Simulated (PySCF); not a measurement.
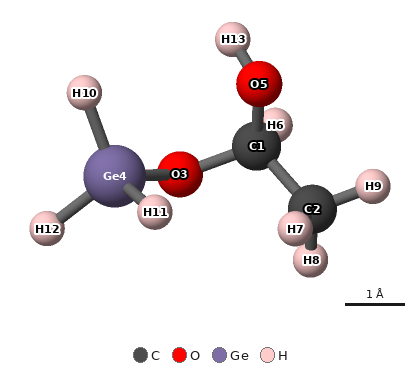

The structure as given in the input (ball-and-stick view, seen at a tilt; atoms are numbered from 1 in the order of the input). Sticks mark near contacts.

**Spin–spin coupling calculation of C2H8GeO2**

The run: spin–spin coupling calculation of C2H8GeO2. Method and program: B3LYP/pcJ-1 Ge:pcSseg-1 indirect spin-spin coupling, non-relativistic, gas phase (PySCF 2.14.0).

The geometry comes from this level: PBE0-D3(BJ)/def2-SVP. Figures and captions count atoms from 1; the log counts them from 0 in places.

Log:
```
coarse grid: 47912 points
cycle   1  E = -2308.1204361653  dE = -1.929e-01  |g| = 1.334e+00  |ddm| = 2.883e+00
cycle   2  E = -2307.7478747165  dE =  3.726e-01  |g| = 1.940e+00  |ddm| = 2.051e+00
cycle   3  E = -2308.3144495496  dE = -5.666e-01  |g| = 3.232e-01  |ddm| = 1.566e+00
cycle   4  E = -2308.3306472757  dE = -1.620e-02  |g| = 1.128e-01  |ddm| = 2.615e-01
cycle   5  E = -2308.3323967818  dE = -1.750e-03  |g| = 3.771e-02  |ddm| = 8.583e-02
cycle   6  E = -2308.3326103269  dE = -2.135e-04  |g| = 6.830e-03  |ddm| = 2.393e-02
cycle   7  E = -2308.3326172609  dE = -6.934e-06  |g| = 1.043e-03  |ddm| = 5.728e-03
final grid: 100848 points
cycle   8  E = -2308.3326664796  dE =  2.615e-08  |g| = 1.353e-03  |ddm| = 2.320e-03
cycle   9  E = -2308.3326661631  dE =  3.165e-07  |g| = 1.947e-03  |ddm| = 2.175e-03
cycle  10  E = -2308.3326668155  dE = -6.524e-07  |g| = 2.055e-04  |ddm| = 1.214e-03
cycle  11  E = -2308.3326668232  dE = -7.758e-09  |g| = 5.037e-05  |ddm| = 1.721e-04
cycle  12  E = -2308.3326668236  dE = -3.565e-10  |g| = 1.017e-05  |ddm| = 3.699e-05
```

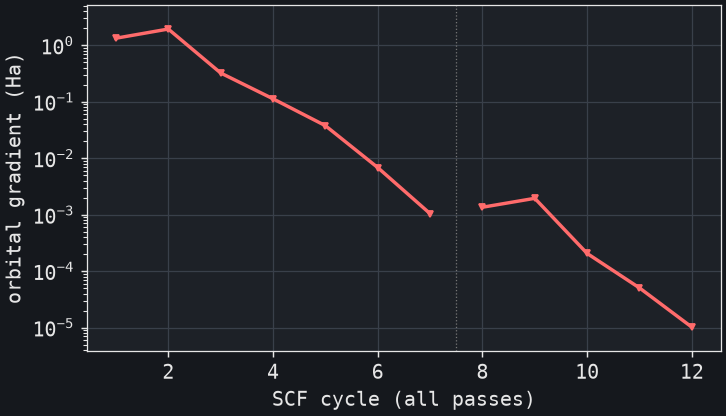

Convergence of the self-consistent field: orbital gradient against the SCF cycle. The dotted line marks the change from a coarse to the final integration grid. The first 7 cycles use a coarse grid, the final grid takes over at cycle 8, and the field converges after 12 cycles in all.

```
converged SCF energy = -2308.3326668236

Indirect spin-spin couplings (Hz)
  i      j    bonds     total        FC       PSO       DSO        SD
  0 C    1 C    1     48.743    48.396    -1.083     0.293     1.137
  0 C    2 O    1     25.897    25.668     1.560    -0.216    -1.114
  0 C    4 O    1     21.669    21.953     1.294    -0.161    -1.417
  0 C    5 H    1    165.430   164.527    -0.602     1.451     0.055
  0 C    6 H    2     -7.278    -7.450    -0.064     0.146     0.090
  0 C    7 H    2     -2.328    -2.442    -0.091     0.124     0.081
  0 C    8 H    2     -1.969    -2.065    -0.067     0.089     0.073
  0 C    9 H    3     -0.625    -0.442     0.123    -0.291    -0.015
  0 C   10 H    3      0.416     0.537    -0.036    -0.049    -0.036
  0 C   11 H    3      4.904     5.316     0.300    -0.744     0.032
  0 C   12 H    2     -3.487    -3.173    -0.019    -0.245    -0.049
  1 C    2 O    2     -1.842    -2.246     0.478    -0.032    -0.041
  1 C    4 O    2    -13.120   -13.374     0.244    -0.017     0.027
  1 C    5 H    2      3.933     3.972    -0.015    -0.064     0.040
  1 C    6 H    1    132.643   130.580     1.053     0.845     0.164
  1 C    7 H    1    135.575   133.554     1.092     0.759     0.171
  1 C    8 H    1    133.296   131.285     1.105     0.741     0.165
  1 C    9 H    4     -0.176     0.064     0.223    -0.459    -0.003
  1 C   11 H    4     -0.280    -0.014     0.175    -0.424    -0.016
  1 C   12 H    3     10.530    10.522     0.689    -0.710     0.030
  2 O    4 O    2      0.027     0.683    -0.876     0.011     0.208
  2 O    5 H    2    -19.249   -19.221    -0.065    -0.120     0.157
  2 O    6 H    3     -1.592    -1.581     0.050    -0.088     0.027
  2 O    7 H    3     -0.967    -0.832    -0.002    -0.140     0.007
  2 O    8 H    3     -7.263    -7.365    -0.067     0.189    -0.019
  2 O    9 H    2     -2.984    -3.276    -0.163     0.368     0.087
  2 O   10 H    2     -0.382    -0.707    -0.158     0.397     0.086
  2 O   11 H    2    -20.281   -20.430    -0.134     0.202     0.081
  2 O   12 H    3      0.429     0.638    -0.183    -0.058     0.031
  4 O    5 H    2     -1.875    -2.092    -0.062     0.099     0.180
  4 O    6 H    3     -2.487    -2.505     0.053    -0.092     0.056
  4 O    7 H    3    -13.107   -13.215    -0.143     0.249     0.002
  4 O    8 H    3     -0.776    -0.722    -0.032    -0.046     0.023
  4 O    9 H    4     -0.207    -0.168     0.054    -0.121     0.028
  4 O   10 H    4     -0.748    -0.739     0.058    -0.058    -0.009
  4 O   11 H    4     -1.060    -1.346    -0.164     0.447     0.002
  4 O   12 H    1    -72.098   -59.377   -12.004    -0.461    -0.256
  5 H    6 H    3     12.204    12.110     2.673    -2.579         -
  5 H    7 H    3      2.891     2.759     0.236    -0.104         -
  5 H    8 H    3      2.555     2.462     0.187    -0.094         -
  5 H    9 H    4     -0.535    -0.142     0.962    -1.355         -
  5 H   10 H    4      1.321     1.877     1.485    -2.042         -
  5 H   11 H    4     -1.013    -0.135     1.196    -2.074         -
  5 H   12 H    3      4.563     4.485    -0.150     0.227         -
  6 H    7 H    2    -13.475   -13.900     2.465    -2.041         -
  6 H    8 H    2    -14.082   -14.455     2.434    -2.061         -
  6 H    9 H    5     -1.226    -0.019     0.450    -1.657         -
  6 H   10 H    5      1.197    -0.166    -1.815     3.178         -
  6 H   11 H    5     -1.279    -0.049     0.363    -1.593         -
  6 H   12 H    4     -0.231    -0.248     2.582    -2.565         -
  7 H    8 H    2    -13.220   -13.501     2.668    -2.386         -
  7 H    9 H    5     -1.090    -0.055     1.059    -2.094         -
  7 H   10 H    5      0.157    -0.071     0.250    -0.021         -
  7 H   11 H    5     -0.331     0.173     0.361    -0.865         -
  7 H   12 H    4      3.921     3.962     2.399    -2.440         -
  8 H    9 H    5     -0.677    -0.161     0.958    -1.474         -
  8 H   11 H    5     -0.672     0.101     1.060    -1.832         -
  8 H   12 H    4     -0.213    -0.196     2.146    -2.162         -
```

This output came from the following input.

The input:
```
{"job": {"kind": "j", "xc": "B3LYP", "basis": "pcJ-1"}, "charge": 0, "multiplicity": 1}
C      0.640471    -0.658525    -0.534795
C     -0.294940    -1.738190    -0.039575
O     -0.049720     0.440608    -1.052085
Ge    -0.605252     1.737416     0.059972
O      1.463199    -0.285917     0.536929
H      1.253959    -1.047555    -1.371670
H     -0.884729    -1.364801     0.811137
H     -0.981169    -2.034242    -0.844212
H      0.274291    -2.617073     0.294594
H      0.581964     2.625067     0.477793
H     -1.311642     1.153477     1.296167
H     -1.582893     2.531940    -0.817038
H      2.177538     0.259329     0.187848
```

The first line tells a small driver script what to run in PySCF; the rest is the geometry in Å.

Run as:
```bash
OMP_NUM_THREADS=1 python <driver script> task.json out
```

Results in brief:

```tsv
quantity	value
outcome	converged
total energy	−2308.332667 hartree
HOMO	−7.53 eV
LUMO	0.42 eV
dipole moment	0.71 D
hardware	1 CPU thread, shared host
wall time	43 s
peak memory	1 GiB
```

Spin–orbit coupling is left out, which matters for the heavy atoms.
